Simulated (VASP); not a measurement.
# A VASP study of MgCdSeS (SCAN): structure first, properties next, part 3 of 3

Wanted: the relaxed cell of MgCdSeS and its properties. The cell is invented: it takes the structure of a Materials Project entry for ZnCdSeS (space group 156 there), with some of its atoms replaced by other elements, volume scaled by an estimate. It may not be a known or stable phase. Left out of this account: 2 further runs (phonons: its modes failed a check; core levels: core levels are not valid at this level).

VASP 6.6.1; SCAN; plane waves and PAW (Cd, Se, S, Mg); invented cell.

So far, gap on the k-mesh (eV): step 2 (rough relaxation of the start cell) 1.88; step 3 (relaxing cell and atoms (SCAN)) 1.90. The relaxed cell has a = 4.157, c = 6.798 Å (conventional setting).

## 5. Bands along the symmetry lines (SCAN)

The mesh alone shows little of the dispersion and can miss band extrema, so KPOINTS_OPT adds a path through the symmetry points after the self-consistent cycle.

File INCAR:

```
SYSTEM = MgCdSeS
PREC = Accurate
ENCUT = 400
EDIFF = 1E-06
NELM = 100
ISMEAR = 0
SIGMA = 0.05
LREAL = .FALSE.
ALGO = Normal
METAGGA = SCAN
LASPH = .TRUE.
NBANDS = 27
LORBIT = 11
LWAVE = .FALSE.
LCHARG = .FALSE.
KPAR = 2
```

File POSCAR:

```
MgCdSeS
1.0
    4.1565674156     -0.0000000047      0.0000000000
   -2.0782842160      3.5996931508      0.0000000000
    0.0000000000      0.0000000000      6.7982148912
Cd Se S Mg
1 1 1 1
Direct
    0.0000000000      0.0000000000      0.5148580700
    0.3333333300      0.6666666700      0.3637238989
    0.0000000000      0.0000000000      0.8882208389
    0.3333333300      0.6666666700      0.9851971922
```

File KPOINTS:

```
Automatic mesh
0
Gamma
6 6 4
0 0 0
```

File KPOINTS_OPT:

```
Line mode
16
Line-mode
Reciprocal
  0.00000000   0.00000000   0.00000000 GAMMA
  0.50000000   0.00000000   0.00000000 M

  0.50000000   0.00000000   0.00000000 M
  0.33333333   0.33333333   0.00000000 K

  0.33333333   0.33333333   0.00000000 K
  0.00000000   0.00000000   0.00000000 GAMMA

  0.00000000   0.00000000   0.00000000 GAMMA
  0.00000000   0.00000000   0.50000000 A

  0.00000000   0.00000000   0.50000000 A
  0.50000000   0.00000000   0.50000000 L

  0.50000000   0.00000000   0.50000000 L
  0.33333333   0.33333333   0.50000000 H

  0.33333333   0.33333333   0.50000000 H
  0.00000000   0.00000000   0.50000000 A

  0.50000000   0.00000000   0.50000000 L
  0.50000000   0.00000000   0.00000000 M

  0.33333333   0.33333333   0.00000000 K
  0.33333333   0.33333333   0.50000000 H
```

The projector-augmented-wave data sets are Cd, Se, S and Mg (PBE family, release 64).

Launch:

```console
$ mpirun -np 2 vasp_std
```

The program printed:

```text
[... set-up lines as in an earlier step ...]
 entering main loop
       N       E                     dE             d eps       ncg     rms          rms(c)
DAV:   1     0.631617735810E+02    0.63162E+02   -0.96919E+03  1296   0.684E+02
DAV:   2    -0.693166202594E+02   -0.13248E+03   -0.12606E+03  1548   0.189E+02
DAV:   3    -0.764553336465E+02   -0.71387E+01   -0.71019E+01  1575   0.436E+01
DAV:   4    -0.765048785750E+02   -0.49545E-01   -0.49532E-01  1549   0.384E+00
DAV:   5    -0.765054541174E+02   -0.57554E-03   -0.57553E-03  1550   0.403E-01    0.753E+00
DAV:   6    -0.695683533924E+02    0.69371E+01   -0.46349E+00  1439   0.217E+01    0.871E+00
DAV:   7    -0.695757697373E+02   -0.74163E-02   -0.51383E-01  1447   0.446E+00    0.600E+00
DAV:   8    -0.696029907687E+02   -0.27221E-01   -0.13348E-01  1422   0.234E+00    0.154E+00
DAV:   9    -0.696107461733E+02   -0.77554E-02   -0.14698E-02  1518   0.664E-01    0.226E-01
DAV:  10    -0.696107624036E+02   -0.16230E-04   -0.19983E-03  1491   0.295E-01    0.171E-01
DAV:  11    -0.696108075862E+02   -0.45183E-04   -0.14303E-04  1492   0.103E-01    0.102E-01
DAV:  12    -0.696108297490E+02   -0.22163E-04   -0.69464E-05  1359   0.501E-02    0.103E-02
DAV:  13    -0.696108288459E+02    0.90316E-06   -0.29034E-06  1602   0.851E-03
   1 F= -.69610829E+02 E0= -.69610829E+02  d E =-.537286E-13
 Start KPOINTS_OPT (optional k-point list driver)
k-point batch [1-24\144]
       N       E                     dE             ncg
DAV:   1     0.332275580222E+03   -0.10731E+05     1296
DAV:   2    -0.276548815126E+04   -0.30978E+04     1543
DAV:   3    -0.292668496651E+04   -0.16120E+03     1628
DAV:   4    -0.292783805424E+04   -0.11531E+01     1554
DAV:   5    -0.292785118031E+04   -0.13126E-01     1611
DAV:   6    -0.292785142780E+04   -0.24749E-03     1567
DAV:   7    -0.292785143353E+04   -0.57253E-05     1569
DAV:   8    -0.292785143367E+04   -0.14103E-06     1079
[...]
k-point batch [121-144\144]
       N       E                     dE             ncg
DAV:   1     0.118816363645E+03   -0.17395E+05     1304
DAV:   2    -0.288303164521E+04   -0.30018E+04     1603
DAV:   3    -0.303066784862E+04   -0.14764E+03     1586
DAV:   4    -0.303164649885E+04   -0.97865E+00     1533
DAV:   5    -0.303165809342E+04   -0.11595E-01     1564
DAV:   6    -0.303165830589E+04   -0.21247E-03     1541
DAV:   7    -0.303165831045E+04   -0.45643E-05     1543
DAV:   8    -0.303165831058E+04   -0.12424E-06     1029
```

The job ended after 3.5 min (2 MPI ranks of AMD EPYC 9R14 (Zen 4), shared host; peak memory 0.4 GiB).

Parts of OUTCAR (step 5):

```text
   k-points           NKPTS =     24   k-points in BZ     NKDIM =     24   number of bands    NBANDS=     27

   NELECT =      26.0000    total number of electrons

 E-fermi :   1.4582

 k-point     1 :       0.0000    0.0000    0.0000
  band No.  band energies     occupation
    ...
      9      -0.4604      2.00000
     10      -0.4604      2.00000
     11       0.6490      2.00000
     12       1.2199      2.00000
     13       1.2199      2.00000
     14       3.1230      0.00000
     15       4.8767      0.00000
     16       7.9729      0.00000
     17       7.9729      0.00000
     18       8.1603      0.00000
    ...

  Total        0.0152650      0.0152650      0.0098045     -0.0000000      0.0000000     -0.0000000
  in kB        0.2404438      0.2404438      0.1544325     -0.0000000      0.0000000     -0.0000000
  external PRESSURE =       0.2117734 kB  Pullay stress =       0.0000000 kB

 POSITION                                       TOTAL-FORCE (eV/Angst)
 -----------------------------------------------------------------------------------
      0.00000      0.00000      3.50012         0.000000      0.000000      0.001445
     -0.00000      2.39980      2.47267         0.000000     -0.000000     -0.004674
      0.00000      0.00000      6.03832        -0.000000     -0.000000      0.003860
     -0.00000      2.39980      6.69758        -0.000000     -0.000000     -0.000632
 -----------------------------------------------------------------------------------
    total drift:                                0.000003      0.000011      0.050745

  FREE ENERGIE OF THE ION-ELECTRON SYSTEM (eV)
  ---------------------------------------------------
  free  energy   TOTEN  =       -69.6108288459 eV

  energy  without entropy=      -69.6108288459  energy(sigma->0) =      -69.61082885

[... 7 parts as in an earlier step ...]

[... 9 further parts left out ...]
```

Spin-orbit coupling is off here; it would split degenerate levels, and it lifts a valence top of Se p states by about 0.1 eV.

Numbers from this step:

```yaml
bands: 27
fermi_energy: 1.458 eV
pressure: 0.02118 GPa
least_gap_on_mesh_and_path: 1.902 eV
least_direct_gap_on_mesh_and_path: 1.903 eV
```

Electronic bands along the path, in eV, zero at the valence-band top; v1 is the highest filled band, c1 the lowest empty one:

```
    point     v4     v3     v2     v1    c1    c2    c3    c4
        Γ  -1.68  -0.57   0.00   0.00  1.90  3.66  6.75  6.75
        M  -2.86  -2.26  -1.68  -0.83  3.88  4.29  4.94  6.87
        K  -3.33  -2.35  -1.96  -1.88  4.21  5.45  6.16  6.67
        Γ  -1.68  -0.57   0.00   0.00  1.90  3.66  6.75  6.75
        A  -1.62  -1.62  -0.08  -0.08  3.33  3.91  6.11  6.83
        L  -2.09  -1.77  -1.50  -1.09  3.32  4.00  5.00  6.05
        H  -3.04  -2.38  -1.41  -1.35  4.15  5.00  5.40  6.36
        A  -1.62  -1.62  -0.08  -0.08  3.33  3.91  6.11  6.83
jump to L  -2.09  -1.77  -1.50  -1.09  3.32  4.00  5.00  6.05
        M  -2.86  -2.26  -1.68  -0.83  3.88  4.29  4.94  6.87
jump to K  -3.33  -2.35  -1.96  -1.88  4.21  5.45  6.16  6.67
        H  -3.04  -2.38  -1.41  -1.35  4.15  5.00  5.40  6.36
```

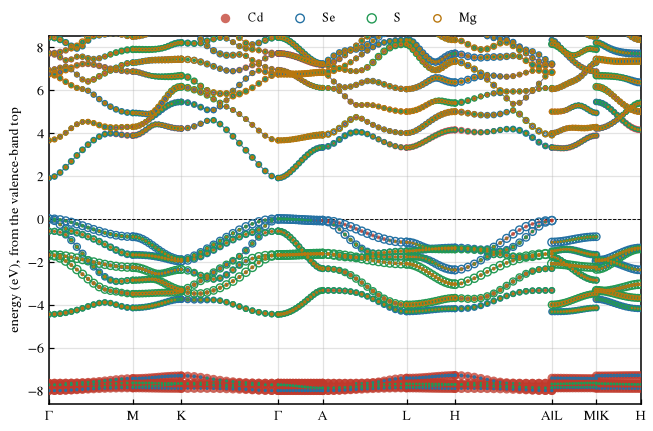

Electronic bands along the path; dots are coloured as in the legend, and their area grows with the weight.

The path finds the gap of the mesh within 0.02 eV, so the mesh comes close to both band edges.

## 6. Density of states (SCAN)

Here the states are counted by energy and projected on the atoms. The mesh is finer than in the run before.

Edit INCAR of step 5 so:

```diff
@@ -5,3 +5,3 @@
 NELM = 100
-ISMEAR = 0
+ISMEAR = -5
 SIGMA = 0.05
@@ -16 +16,2 @@
 KPAR = 2
+NEDOS = 2001
```

POSCAR is that of step 5.

File KPOINTS:

```
Automatic mesh
0
Gamma
9 9 5
0 0 0
```

Launch:

```console
$ mpirun -np 2 vasp_std
```

The program printed:

```text
[... set-up lines as in an earlier step ...]
 entering main loop
       N       E                     dE             d eps       ncg     rms          rms(c)
DAV:   1     0.626985965842E+02    0.62699E+02   -0.97535E+03  2700   0.687E+02
DAV:   2    -0.694928334700E+02   -0.13219E+03   -0.12609E+03  3274   0.189E+02
DAV:   3    -0.764583334674E+02   -0.69655E+01   -0.69307E+01  3288   0.432E+01
DAV:   4    -0.765062869144E+02   -0.47953E-01   -0.47941E-01  3194   0.375E+00
DAV:   5    -0.765068341406E+02   -0.54723E-03   -0.54721E-03  3212   0.394E-01    0.753E+00
DAV:   6    -0.695700478950E+02    0.69368E+01   -0.46320E+00  2965   0.217E+01    0.871E+00
DAV:   7    -0.695774622939E+02   -0.74144E-02   -0.51424E-01  3088   0.446E+00    0.600E+00
DAV:   8    -0.696046700824E+02   -0.27208E-01   -0.13330E-01  2944   0.233E+00    0.155E+00
DAV:   9    -0.696124374284E+02   -0.77673E-02   -0.14736E-02  3155   0.664E-01    0.225E-01
DAV:  10    -0.696124501667E+02   -0.12738E-04   -0.20099E-03  3180   0.296E-01    0.172E-01
DAV:  11    -0.696124955428E+02   -0.45376E-04   -0.14325E-04  3107   0.103E-01    0.104E-01
DAV:  12    -0.696125179716E+02   -0.22429E-04   -0.69640E-05  2863   0.502E-02    0.999E-03
DAV:  13    -0.696125169442E+02    0.10274E-05   -0.29500E-06  3335   0.860E-03    0.655E-03
DAV:  14    -0.696125217346E+02   -0.47904E-05   -0.14905E-06  2376   0.742E-03    0.175E-03
DAV:  15    -0.696125215761E+02    0.15855E-06   -0.17106E-07  1539   0.217E-03
   1 F= -.69612522E+02 E0= -.69612522E+02  d E =0.000000E+00
```

Wall time 2.2 min (2 MPI ranks); peak memory 0.46 GiB.

Parts of OUTCAR (step 6):

```text
   k-points           NKPTS =     50   k-points in BZ     NKDIM =     50   number of bands    NBANDS=     27

   NELECT =      26.0000    total number of electrons

 E-fermi :   1.2333

 k-point     1 :       0.0000    0.0000    0.0000
  band No.  band energies     occupation
    ...
      9      -0.4605      2.00000
     10      -0.4605      2.00000
     11       0.6486      2.00000
     12       1.2191      2.00000
     13       1.2192      2.00000
     14       3.1228      0.00000
     15       4.8765      0.00000
     16       7.9728      0.00000
     17       7.9728      0.00000
     18       8.1602      0.00000
    ...

  Total       -0.0058690     -0.0058690     -0.0004216      0.0000000      0.0000000      0.0000000
  in kB       -0.0924436     -0.0924436     -0.0066413      0.0000000      0.0000000      0.0000000
  external PRESSURE =      -0.0638428 kB  Pullay stress =       0.0000000 kB

 POSITION                                       TOTAL-FORCE (eV/Angst)
 -----------------------------------------------------------------------------------
      0.00000      0.00000      3.50012        -0.000000     -0.000000      0.000898
     -0.00000      2.39980      2.47267        -0.000000      0.000000     -0.002693
      0.00000      0.00000      6.03832         0.000000     -0.000000      0.003241
     -0.00000      2.39980      6.69758         0.000000     -0.000000     -0.001445
 -----------------------------------------------------------------------------------
    total drift:                                0.000003      0.000011      0.051257

  FREE ENERGIE OF THE ION-ELECTRON SYSTEM (eV)
  ---------------------------------------------------
  free  energy   TOTEN  =       -69.6125215761 eV

  energy  without entropy=      -69.6125215761  energy(sigma->0) =      -69.61252158

[... 6 parts as in an earlier step ...]

[... 10 further parts left out ...]
```

Numbers from this step:

- SCF cycles: 15
- irreducible k-points: 50
- free energy (TOTEN): -69.6125 eV
- Fermi energy: 1.233 eV
- pressure: -0.006384 GPa
- gap on the k-mesh: 1.904 eV
- least direct gap on the k-mesh: 1.904 eV

The density of states has structure finer than the step of the table below, so its rows give means over 0.5 eV, whole bins alone (the curve runs from -6.99 to 7.34 eV). Peaks (eV: height): total -4.16: 4.89, -3.88: 5.63, -1.92: 5.81, -1.47: 4.91, 4.88: 4.98, 6.38: 6.64, 7.04: 4.64; Cd d -3.88: 0.0909, -3.54: 0.0836, -1.92: 0.153, -1.47: 0.190, 4.88: 0.0633, 6.38: 0.137, 7.04: 0.0606.

States under -7.0 eV and over 7.3 eV are left out, among them most of the Cd d (centred near -7.7 eV) states. The density of states by energy, zero at the valence-band top; means over each step; values in states/eV/cell:

```
energy (eV)    total     Cd d
       -5.0        0        0
       -4.5    0.117  0.00141
       -4.0     3.79   0.0579
       -3.5     2.55   0.0609
       -3.0     1.57   0.0287
       -2.5     3.12   0.0637
       -2.0     4.33    0.105
       -1.5     3.87    0.146
       -1.0     3.03    0.155
       -0.5     1.34   0.0873
        0.0    0.296   0.0219
        0.5        0        0
        1.0        0        0
        1.5        0        0
        2.0  0.00486        0
        2.5   0.0671   1.0e-4
        3.0    0.186   4.6e-4
        3.5     1.13  0.00626
        4.0     2.37   0.0194
        4.5     2.41   0.0328
        5.0     2.50   0.0376
        5.5     2.66   0.0396
        6.0     1.61   0.0216
        6.5     3.08   0.0552
        7.0     3.43   0.0422
```

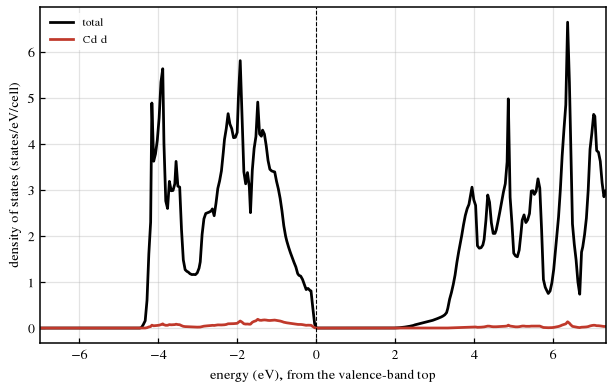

Density of states against energy.

The gap on this mesh is 1.90 eV.

## 7. Results

| Property | Result |
| --- | --- |
| relaxed volume | 25.43 Å³/atom |
| relaxed conventional cell a, b, c | 4.157, 4.157, 6.798 Å; angles 90.0, 90.0, 120.0° |
| space group after relaxing, within 0.02 Å | P3m1 (No. 156) |
| band gap | 1.90 eV, direct |
| gap among the points of the DOS mesh alone, an upper bound | 1.90 eV |

What this shows: With SCAN, MgCdSeS relaxes to 25.43 Å³/atom in space group P3m1 (held by the symmetry of the run) and has a direct gap of 1.90 eV. Bands along the symmetry lines (SCAN): The path shows a direct gap of 1.90 eV (valence top at Γ, conduction bottom at Γ). Semilocal functionals usually underestimate gaps. Spin-orbit coupling is left out; it would split some degenerate bands. No search among competing phases was made. All values are for a static lattice at zero temperature.

[Lines on the potential files, build, host, timing and source positions are cut from VASP's logs without a mark.]

[Logs are printed without paths, hosts, clocks, repeated set-up lines and the standing remarks that a program may print on its own settings, such as how far it seeks lower states.]

[Hosts, paths, dates, database ids (printed as entryN), source tags and the programs' standing remarks are cut or masked in the printed files.]

[A measured line is paired with the nearest computed mode of its activity, which favours agreement.]
